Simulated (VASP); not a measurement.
# LaBiS2O with r2SCAN: from relaxation to properties, part 2 of 6

Aim: relax LaBiS2O, then compute properties on the relaxed cell. The start is a computed cell from the Materials Project.

VASP 6.6.1, plane waves and PAW; the level of theory is named at each step.

So far. Step 2 (Relaxing cell and atoms (r2SCAN)): It ends with a largest force of 0.009 eV/Å and a pressure of -0.03 GPa. The relaxed cell has a = 4.041, c = 14.126 Å (conventional setting).

### 3. Second relaxation

Level of this step: r2SCAN; plane waves and PAW (La, Bi_d, S, O) (VASP).

The basis stayed that of the start cell while the cell moved. A rerun from the cell reached resets it; the error of the finite cutoff stays.

Input file INCAR:

```
SYSTEM = LaBiS2O
PREC = Accurate
ENCUT = 520
EDIFF = 1E-06
NELM = 100
ISMEAR = 0
SIGMA = 0.05
LREAL = .FALSE.
ALGO = Normal
METAGGA = R2SCAN
LASPH = .TRUE.
NBANDS = 54
LORBIT = 11
LWAVE = .FALSE.
LCHARG = .FALSE.
KPAR = 8
IBRION = 2
NSW = 60
ISIF = 3
EDIFFG = -0.01
```

Input file POSCAR:

```
LaBiS2O
1.0
    4.0408216444      0.0000000000      0.0000000000
    0.0000000000      4.0408216444      0.0000000000
    0.0000000000      0.0000000000     14.1264444717
La Bi S O
2 2 4 2
Direct
    0.5000000000      0.0000000000      0.5884187759
    0.0000000000      0.5000000000      0.4115812241
    0.0000000000      0.5000000000      0.8679425451
    0.5000000000      0.0000000000      0.1320574549
    0.5000000000      0.0000000000      0.8900394487
    0.0000000000      0.5000000000      0.1099605513
    0.0000000000      0.5000000000      0.6914764398
    0.5000000000      0.0000000000      0.3085235602
    0.0000000000      0.0000000000      0.5000000000
    0.5000000000      0.5000000000      0.5000000000
```

Input file KPOINTS:

```
Automatic mesh
0
Gamma
6 6 2
0 0 0
```

PAW data sets: La, Bi_d, S and O (PBE family, release 64).

Run with:

```
> mpirun -np 8 vasp_std
```

The program printed:

```text
[banner, memory and clock lines left out]
running    8 mpi-ranks, on    1 nodes
 distrk:  each k-point on    1 cores,    8 groups
 distr:  one band on    1 cores,    1 groups

 POSCAR found type information on POSCAR LaBiS O
 POSCAR found :  4 types and      10 ions
 [... a notice as in an earlier step ...]

 [... a notice as in an earlier step ...]

 LDA part: xc-table for (None), standard interpolation
 POSCAR, INCAR and KPOINTS ok, starting setup
 FFT: planning ... GRIDC
 FFT: planning ... GRID_SOFT
 FFT: planning ... GRID
 WAVECAR not read
 entering main loop
       N       E                     dE             d eps       ncg     rms          rms(c)
DAV:   1     0.952652732683E+03    0.95265E+03   -0.37987E+04  2184   0.220E+03
DAV:   2     0.570231683859E+02   -0.89563E+03   -0.84406E+03  2334   0.504E+02
DAV:   3    -0.221623067105E+03   -0.27865E+03   -0.26932E+03  3226   0.267E+02
DAV:   4    -0.267123375944E+03   -0.45500E+02   -0.43146E+02  3570   0.103E+02
DAV:   5    -0.271031233663E+03   -0.39079E+01   -0.38732E+01  3880   0.304E+01    0.158E+01
DAV:   6    -0.239509740714E+03    0.31521E+02   -0.33940E+01  3384   0.360E+01    0.895E+00
DAV:   7    -0.240088947232E+03   -0.57921E+00   -0.11233E+01  3848   0.157E+01    0.648E+00
DAV:   8    -0.240237224265E+03   -0.14828E+00   -0.37542E+00  3608   0.110E+01    0.310E+00
DAV:   9    -0.240072939228E+03    0.16429E+00   -0.10741E+00  3584   0.589E+00    0.885E-01
DAV:  10    -0.240103893755E+03   -0.30955E-01   -0.52586E-01  3648   0.312E+00    0.895E-01
DAV:  11    -0.240100817767E+03    0.30760E-02   -0.37453E-02  3712   0.120E+00    0.637E-01
DAV:  12    -0.240098881372E+03    0.19364E-02   -0.42144E-02  3504   0.917E-01    0.235E-01
DAV:  13    -0.240101368711E+03   -0.24873E-02   -0.17147E-02  3528   0.650E-01    0.201E-01
DAV:  14    -0.240099991533E+03    0.13772E-02   -0.74273E-03  3848   0.494E-01    0.160E-01
DAV:  15    -0.240099746504E+03    0.24503E-03   -0.81122E-04  3680   0.159E-01    0.107E-01
DAV:  16    -0.240099536897E+03    0.20961E-03   -0.11293E-03  3664   0.141E-01    0.459E-02
DAV:  17    -0.240099550157E+03   -0.13260E-04   -0.13662E-04  4112   0.586E-02    0.436E-02
DAV:  18    -0.240099701115E+03   -0.15096E-03   -0.12619E-04  3680   0.488E-02    0.343E-02
DAV:  19    -0.240099634450E+03    0.66665E-04   -0.87150E-05  3864   0.537E-02    0.216E-02
DAV:  20    -0.240099640051E+03   -0.56014E-05   -0.90461E-06  3216   0.142E-02    0.167E-02
DAV:  21    -0.240099640007E+03    0.44117E-07   -0.41532E-07  1680   0.707E-03
   1 F= -.24009964E+03 E0= -.24009964E+03  d E =-.240100E+03
 curvature:   0.00 expect dE= 0.000E+00 dE for cont linesearch  0.000E+00
 trial: gam= 0.00000 g(F)=  0.155E-04 g(S)=  0.454E-04 ort = 0.000E+00 (trialstep = 0.100E+01)
 search vector abs. value=  0.609E-04
 reached required accuracy - stopping structural energy minimisation
```

Elapsed: 3.5 min, on 8 MPI ranks of AMD EPYC 7R43, shared host; peak memory 4.1 GiB.

Parts of OUTCAR (step 3):

```text
  LATTYP: Found a simple tetragonal cell.
 ALAT       =     4.0408216444
 C/A-ratio  =     3.4959336776

 Found     20 irreducible k-points:

   ENCUT  =  520.0 eV  38.22 Ry    6.18 a.u.   7.51  7.51 26.27*2*pi/ulx,y,z

   NELECT =      88.0000    total number of electrons

 E-fermi :   5.2917

 k-point     1 :       0.0000    0.0000    0.0000
  band No.  band energies     occupation
    ...
     40       4.2349      2.00000
     41       4.4798      2.00000
     42       4.4798      2.00000
     43       4.8718      2.00000
     44       4.8718      2.00000
     45       8.9235      0.00000
     46       9.1404      0.00000
     47       9.1673      0.00000
     48       9.4713      0.00000
     49      10.0046      0.00000
    ...

 k-point     2 :       0.1667    0.0000    0.0000
  band No.  band energies     occupation
    ...
     40       3.9196      2.00000
     41       4.3821      2.00000
     42       4.3834      2.00000
     43       4.6984      2.00000
     44       4.7797      2.00000
     45       8.5896      0.00000
     46       9.0086      0.00000
     47       9.0578      0.00000
     48       9.0947      0.00000
     49       9.2997      0.00000
    ...

  Total       -0.0294677     -0.0294677     -0.0876109      0.0000000     -0.0000000      0.0000000
  in kB       -0.2046840     -0.2046840     -0.6085501      0.0000000     -0.0000000      0.0000000
  external PRESSURE =      -0.3393060 kB  Pullay stress =       0.0000000 kB

  energy-cutoff  :      520.00
  volume of cell :      230.66
      direct lattice vectors                 reciprocal lattice vectors
     4.040821644  0.000000000  0.000000000     0.247474422  0.000000000  0.000000000
     0.000000000  4.040821644  0.000000000     0.000000000  0.247474422  0.000000000
     0.000000000  0.000000000 14.126444472     0.000000000  0.000000000  0.070789221

 POSITION                                       TOTAL-FORCE (eV/Angst)
 -----------------------------------------------------------------------------------
      2.02041      0.00000      8.31227        -0.000000      0.000000      0.003177
      0.00000      2.02041      5.81418        -0.000000     -0.000000     -0.003177
      0.00000      2.02041     12.26094        -0.000000      0.000000      0.006616
      2.02041      0.00000      1.86550         0.000000      0.000000     -0.006616
      2.02041      0.00000     12.57309        -0.000000      0.000000      0.008669
      0.00000      2.02041      1.55335        -0.000000      0.000000     -0.008669
      0.00000      2.02041      9.76810         0.000000     -0.000000     -0.005643
      2.02041      0.00000      4.35834        -0.000000      0.000000      0.005643
      0.00000      0.00000      7.06322        -0.000000     -0.000000      0.000000
      2.02041      2.02041      7.06322        -0.000000      0.000000      0.000000
 -----------------------------------------------------------------------------------
    total drift:                                0.000000     -0.000000      0.000000

  FREE ENERGIE OF THE ION-ELECTRON SYSTEM (eV)
  ---------------------------------------------------
  free  energy   TOTEN  =      -240.0996400072 eV

  energy  without entropy=     -240.0996400072  energy(sigma->0) =     -240.09964001

 total charge
# of ion       s       p       d       f       tot
--------------------------------------------------
    1        1.993   5.710   0.604   0.215   8.523
    2        1.993   5.710   0.604   0.215   8.523
    3        1.583   1.017   9.966   0.000  12.567
    4        1.583   1.017   9.966   0.000  12.567
    5        1.339   2.355   0.000   0.000   3.693
    6        1.339   2.355   0.000   0.000   3.693
    7        1.325   2.432   0.000   0.000   3.757
    8        1.325   2.432   0.000   0.000   3.757
    9        1.573   3.497   0.000   0.000   5.070
   10        1.573   3.497   0.000   0.000   5.070
--------------------------------------------------
tot         15.627  30.022  21.142   0.431  67.221

[... 7 parts as in an earlier step ...]

[... 5 further parts left out ...]
```

CONTCAR:

```
LaBiS2O
   1.00000000000000
     4.0408216444000002    0.0000000000000000    0.0000000000000000
     0.0000000000000000    4.0408216444000002    0.0000000000000000
     0.0000000000000000    0.0000000000000000   14.1264444716999993
  La              Bi              S               O
     2     2     4     2
Direct
     0.5000000000000000    0.0000000000000000    0.5884187759000028
     0.0000000000000000    0.5000000000000000    0.4115812240999972
     0.0000000000000000    0.5000000000000000    0.8679425451000000
     0.5000000000000000    0.0000000000000000    0.1320574549000000
     0.5000000000000000    0.0000000000000000    0.8900394487000014
     0.0000000000000000    0.5000000000000000    0.1099605512999986
     0.0000000000000000    0.5000000000000000    0.6914764397999988
     0.5000000000000000    0.0000000000000000    0.3085235602000012
     0.0000000000000000    0.0000000000000000    0.5000000000000000
     0.5000000000000000    0.5000000000000000    0.5000000000000000
```

Little changed from the start: no atom moved by 0.005 Å and no cell edge by 0.1 %.

Numbers from this step:

```
free energy (TOTEN)             : -240.0996 eV
Fermi energy                    : 5.292 eV
pressure                        : -0.03393 GPa
SCF cycles over all ionic steps : 21
```

It ends with a largest force of 0.009 eV/Å and a pressure of -0.03 GPa. The volume moved by under 0.01 %: the run met its threshold at the first step.

### 4. Density, ELF and potential (r2SCAN)

A single point on the relaxed cell gives a clean self-consistent state, with density, ELF and potential written out.

INCAR, as its differences from that of step 3:

```diff
@@ -14,7 +14,5 @@
 LWAVE = .FALSE.
-LCHARG = .FALSE.
-KPAR = 8
-IBRION = 2
-NSW = 60
-ISIF = 3
-EDIFFG = -0.01
+LCHARG = .TRUE.
+ISIF = 2
+LELF = .TRUE.
+LVHAR = .TRUE.
```

POSCAR is that of step 3.

KPOINTS is that of step 3.

Run with:

```
> mpirun -np 8 vasp_std
```

The program printed:

```text
[banner, memory and clock lines left out]
running    8 mpi-ranks, on    1 nodes
 distrk:  each k-point on    8 cores,    1 groups
 distr:  one band on    1 cores,    8 groups

 POSCAR found type information on POSCAR LaBiS O
 POSCAR found :  4 types and      10 ions
 [... a notice as in an earlier step ...]

 [... a notice as in an earlier step ...]

 LDA part: xc-table for (None), standard interpolation
|                                                                             |
|           W    W    AA    RRRRR   N    N  II  N    N   GGGG   !!!           |
|           W    W   A  A   R    R  NN   N  II  NN   N  G    G  !!!           |
|           W    W  A    A  R    R  N N  N  II  N N  N  G       !!!           |
|           W WW W  AAAAAA  RRRRR   N  N N  II  N  N N  G  GGG   !            |
|           WW  WW  A    A  R   R   N   NN  II  N   NN  G    G                |
|           W    W  A    A  R    R  N    N  II  N    N   GGGG   !!!           |
|                                                                             |
|     The number of bands has been changed from the values supplied in        |
|     The orbitals not found in the WAVECAR file will be initialized with     |
|     random numbers, which is usually adequate. For correlated               |
|     calculations, however, you should redo the groundstate calculation.     |
|     I found NBANDS = 54. Now, NBANDS = 56.                                  |
|                                                                             |

 POSCAR, INCAR and KPOINTS ok, starting setup
 FFT: planning ... GRIDC
 FFT: planning ... GRID_SOFT
 FFT: planning ... GRID
 WAVECAR not read
 entering main loop
       N       E                     dE             d eps       ncg     rms          rms(c)
DAV:   1     0.933550739078E+03    0.93355E+03   -0.37743E+04  2304   0.213E+03
DAV:   2     0.288055834569E+02   -0.90475E+03   -0.83448E+03  2424   0.490E+02
DAV:   3    -0.231551714295E+03   -0.26036E+03   -0.24818E+03  3216   0.256E+02
DAV:   4    -0.268049640278E+03   -0.36498E+02   -0.34954E+02  3552   0.893E+01
DAV:   5    -0.271141499141E+03   -0.30919E+01   -0.30381E+01  4072   0.275E+01    0.158E+01
DAV:   6    -0.239501791856E+03    0.31640E+02   -0.32608E+01  3472   0.344E+01    0.898E+00
DAV:   7    -0.240099438165E+03   -0.59765E+00   -0.11271E+01  3976   0.154E+01    0.657E+00
DAV:   8    -0.240274871159E+03   -0.17543E+00   -0.41099E+00  3728   0.108E+01    0.324E+00
DAV:   9    -0.240070752931E+03    0.20412E+00   -0.12262E+00  3848   0.607E+00    0.969E-01
DAV:  10    -0.240102852930E+03   -0.32100E-01   -0.57953E-01  3624   0.305E+00    0.920E-01
DAV:  11    -0.240101177623E+03    0.16753E-02   -0.39766E-02  3872   0.123E+00    0.694E-01
DAV:  12    -0.240098811473E+03    0.23662E-02   -0.47259E-02  3576   0.951E-01    0.263E-01
DAV:  13    -0.240100090669E+03   -0.12792E-02   -0.91169E-03  3488   0.490E-01    0.183E-01
DAV:  14    -0.240099717727E+03    0.37294E-03   -0.15174E-03  4280   0.214E-01    0.106E-01
DAV:  15    -0.240100936794E+03   -0.12191E-02   -0.14025E-02  3608   0.523E-01    0.980E-02
DAV:  16    -0.240099570990E+03    0.13658E-02   -0.11652E-02  3920   0.553E-01    0.527E-02
DAV:  17    -0.240100191967E+03   -0.62098E-03   -0.18461E-03  3544   0.244E-01    0.727E-02
DAV:  18    -0.240106347273E+03   -0.61553E-02   -0.33398E-02  3616   0.778E-01    0.224E-01
DAV:  19    -0.240099191317E+03    0.71560E-02   -0.41769E-02  3632   0.991E-01    0.803E-02
DAV:  20    -0.240099534112E+03   -0.34279E-03   -0.39827E-03  4400   0.227E-01    0.511E-02
DAV:  21    -0.240099523461E+03    0.10651E-04   -0.65179E-04  4240   0.875E-02    0.406E-02
DAV:  22    -0.240099527161E+03   -0.36993E-05   -0.10520E-04  4304   0.354E-02    0.403E-02
DAV:  23    -0.240099519066E+03    0.80947E-05   -0.25908E-05  3792   0.182E-02    0.426E-02
DAV:  24    -0.240099507812E+03    0.11254E-04   -0.10592E-05  3544   0.133E-02    0.474E-02
DAV:  25    -0.240099503302E+03    0.45102E-05   -0.30715E-06  2296   0.766E-03    0.489E-02
DAV:  26    -0.240099501474E+03    0.18283E-05   -0.59325E-07  1824   0.558E-03    0.494E-02
DAV:  27    -0.240099505151E+03   -0.36771E-05   -0.15314E-07  1600   0.445E-03    0.482E-02
DAV:  28    -0.240099438620E+03    0.66531E-04   -0.24340E-05  3720   0.317E-02    0.692E-02
DAV:  29    -0.240099502741E+03   -0.64121E-04   -0.14065E-05  3416   0.274E-02    0.505E-02
DAV:  30    -0.240099519548E+03   -0.16807E-04   -0.77047E-06  3304   0.126E-02    0.446E-02
DAV:  31    -0.240099535344E+03   -0.15795E-04   -0.50091E-06  2680   0.902E-03    0.401E-02
DAV:  32    -0.240099676434E+03   -0.14109E-03   -0.32366E-04  3480   0.678E-02    0.387E-02
DAV:  33    -0.240099639009E+03    0.37425E-04   -0.14532E-04  3752   0.721E-02    0.183E-02
DAV:  34    -0.240099643652E+03   -0.46434E-05   -0.63426E-06  2928   0.120E-02    0.141E-02
DAV:  35    -0.240099663090E+03   -0.19438E-04   -0.62946E-05  3504   0.316E-02    0.891E-03
DAV:  36    -0.240099652328E+03    0.10763E-04   -0.32850E-05  4144   0.186E-02    0.130E-02
DAV:  37    -0.240099652740E+03   -0.41281E-06   -0.14544E-06  2112   0.587E-03
   1 F= -.24009965E+03 E0= -.24009965E+03  d E =-.175413E-12
```

It took 5.3 min on 8 MPI ranks; peak memory 1.7 GiB.

Parts of OUTCAR (step 4):

```text
 Found     20 irreducible k-points:

   k-points           NKPTS =     20   k-points in BZ     NKDIM =     20   number of bands    NBANDS=     56

   NELECT =      88.0000    total number of electrons

 E-fermi :   5.3051

 k-point     1 :       0.0000    0.0000    0.0000
  band No.  band energies     occupation
    ...
     40       4.2352      2.00000
     41       4.4799      2.00000
     42       4.4799      2.00000
     43       4.8719      2.00000
     44       4.8719      2.00000
     45       8.9230      0.00000
     46       9.1405      0.00000
     47       9.1672      0.00000
     48       9.4706      0.00000
     49      10.0034      0.00000
    ...

 k-point     2 :       0.1667    0.0000    0.0000
  band No.  band energies     occupation
    ...
     40       3.9197      2.00000
     41       4.3822      2.00000
     42       4.3835      2.00000
     43       4.6985      2.00000
     44       4.7798      2.00000
     45       8.5898      0.00000
     46       9.0087      0.00000
     47       9.0580      0.00000
     48       9.0950      0.00000
     49       9.2992      0.00000
    ...

  Total        0.0013915      0.0013915     -0.0514441      0.0000000      0.0000000      0.0000000
  in kB        0.0096657      0.0096657     -0.3573335      0.0000000      0.0000000      0.0000000
  external PRESSURE =      -0.1126674 kB  Pullay stress =       0.0000000 kB

 POSITION                                       TOTAL-FORCE (eV/Angst)
 -----------------------------------------------------------------------------------
      2.02041      0.00000      8.31227         0.000000      0.000000      0.007421
      0.00000      2.02041      5.81418        -0.000000      0.000000     -0.007421
      0.00000      2.02041     12.26094         0.000000      0.000000      0.006708
      2.02041      0.00000      1.86550        -0.000000      0.000000     -0.006708
      2.02041      0.00000     12.57309        -0.000000      0.000000      0.008691
      0.00000      2.02041      1.55335        -0.000000     -0.000000     -0.008691
      0.00000      2.02041      9.76810        -0.000000      0.000000     -0.005927
      2.02041      0.00000      4.35834         0.000000      0.000000      0.005927
      0.00000      0.00000      7.06322        -0.000000      0.000000      0.000000
      2.02041      2.02041      7.06322        -0.000000     -0.000000      0.000000
 -----------------------------------------------------------------------------------
    total drift:                                0.000000     -0.000000      0.000000

  FREE ENERGIE OF THE ION-ELECTRON SYSTEM (eV)
  ---------------------------------------------------
  free  energy   TOTEN  =      -240.0996527404 eV

  energy  without entropy=     -240.0996527404  energy(sigma->0) =     -240.09965274

[... 9 parts as in an earlier step ...]

[... 5 further parts left out ...]
```

Numbers from this step:

```yaml
scf_cycles: 37
bands: 56
free_energy_toten: -240.0997 eV
fermi_energy: 5.305 eV
pressure: -0.01127 GPa
```

Valence electrons inside each PAW sphere by angular momentum. Sphere charges, by row:

| atom | s (e) | p (e) | d (e) | f (e) | tot (e) |
| --- | --- | --- | --- | --- | --- |
| La1 | 1.993 | 5.71 | 0.604 | 0.215 | 8.523 |
| La2 | 1.993 | 5.71 | 0.604 | 0.215 | 8.523 |
| Bi3 | 1.583 | 1.017 | 9.966 | 0 | 12.57 |
| Bi4 | 1.583 | 1.017 | 9.966 | 0 | 12.57 |
| S5 | 1.339 | 2.355 | 0 | 0 | 3.693 |
| S6 | 1.339 | 2.355 | 0 | 0 | 3.693 |
| S7 | 1.325 | 2.432 | 0 | 0 | 3.757 |
| S8 | 1.325 | 2.432 | 0 | 0 | 3.757 |
| O9 | 1.573 | 3.497 | 0 | 0 | 5.07 |
| O10 | 1.573 | 3.497 | 0 | 0 | 5.07 |

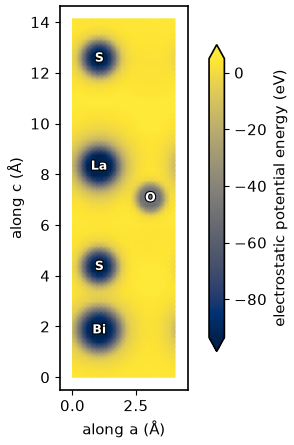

Electrostatic potential energy in the ac plane at fractional y = 0.000, with atoms of La and Bi and S and O within 0.2 Å of it. With pseudopotentials it is smooth inside the atoms' cores, unlike the true potential. The map starts off the cell's origin, so that atoms lie inside it.

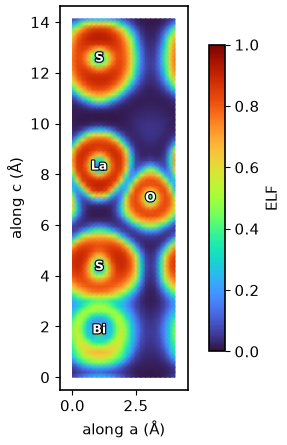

ELF in the ac plane at fractional y = 0.000, with atoms of La and Bi and S and O within 0.2 Å of it. It is the smooth field of the valence electrons, not physical close to the nuclei. The map starts off the cell's origin, so that atoms lie inside it.

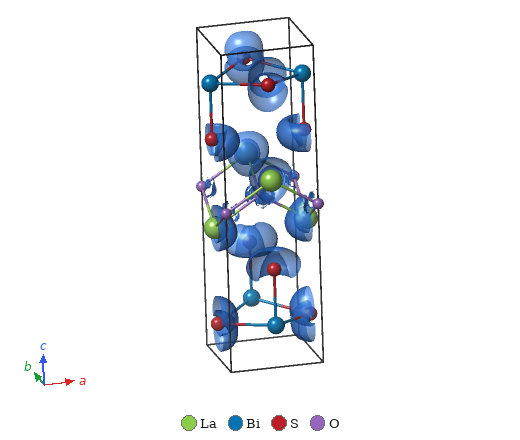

Surface of ELF = 0.83.

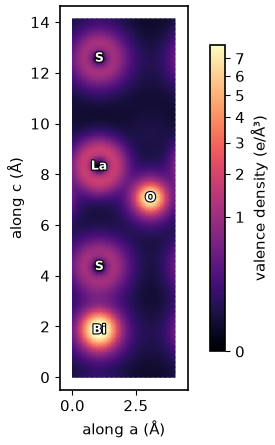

Valence density in the ac plane at fractional y = 0.000, with atoms of La and Bi and S and O within 0.2 Å of it. It is the smooth field of the valence electrons, not physical close to the nuclei. The map starts off the cell's origin, so that atoms lie inside it. The colour scale is stretched toward low values.

In this run the pressure is -0.01 GPa, small enough to go on.

(Continued in part 3 of 6.)

[Lines on the potential files, build, host, timing and source positions are cut from VASP's logs without a mark.]

[Logs are printed without paths, hosts, clocks, repeated set-up lines and the standing remarks that a program may print on its own settings, such as how far it seeks lower states.]

[Hosts, paths, dates, database ids (printed as entryN), source tags and the programs' standing remarks are cut or masked in the printed files.]

[A measured line is paired with the nearest computed mode of its activity, which favours agreement.]
